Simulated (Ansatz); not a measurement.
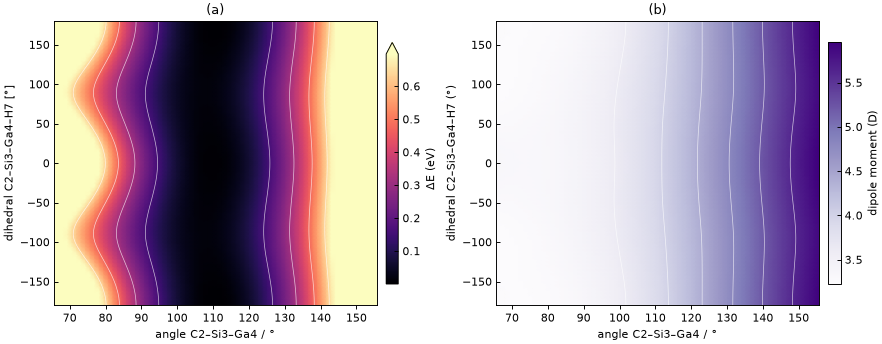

CH4GaNSi, SMILES N#C[SiH2][GaH2]. The first coordinate is: angle C2–Si3–Ga4; the second: dihedral C2–Si3–Ga4–H7. Nothing is relaxed (all other coordinates rigid). The grid has 7 × 8 points. Points are written as (first, second). All energies are given in eV relative to the lowest grid point. These are results of RKS PBE0-D4/def2-TZVP (Ansatz), not measurements.

Panel (a) is the energy; panel (b) is the computed dipole moment, in D.

Drawn: a smooth colour map with a few white contour lines, one colour for all values above the top of the scale. Between grid points the surface is interpolated.

Q: How does the dipole moment vary over the map, and what is it at the lowest grid point?

A: Leaving out the highest fifth of the energies, it runs from 3.23 D at (65.6°, −90°) to 5.27 D at (140.6°, 0°). At the lowest grid point, (110.6°, −180°), it is 3.88 D.

| dihedral C2–Si3–Ga4–H7 ↓, angle C2–Si3–Ga4 → | 65.6 | 80.6 | 95.6 | 110.6 | 125.6 | 140.6 | 155.6 |
| --- | --- | --- | --- | --- | --- | --- | --- |
| 135 | 3.24 | 3.29 | 3.48 | 3.90 | 4.51 | 5.22 | 5.90 |
| 90 | 3.23 | 3.31 | 3.52 | 3.93 | 4.52 | 5.21 | 5.87 |
| 45 | 3.29 | 3.34 | 3.54 | 3.95 | 4.55 | 5.25 | 5.92 |
| 0 | 3.34 | 3.34 | 3.53 | 3.96 | 4.57 | 5.27 | 5.95 |
| −45 | 3.29 | 3.34 | 3.54 | 3.95 | 4.55 | 5.25 | 5.92 |
| −90 | 3.23 | 3.31 | 3.52 | 3.93 | 4.52 | 5.21 | 5.87 |
| −135 | 3.24 | 3.29 | 3.48 | 3.90 | 4.51 | 5.22 | 5.90 |
| −180 | 3.26 | 3.26 | 3.45 | 3.88 | 4.52 | 5.24 | 5.93 |
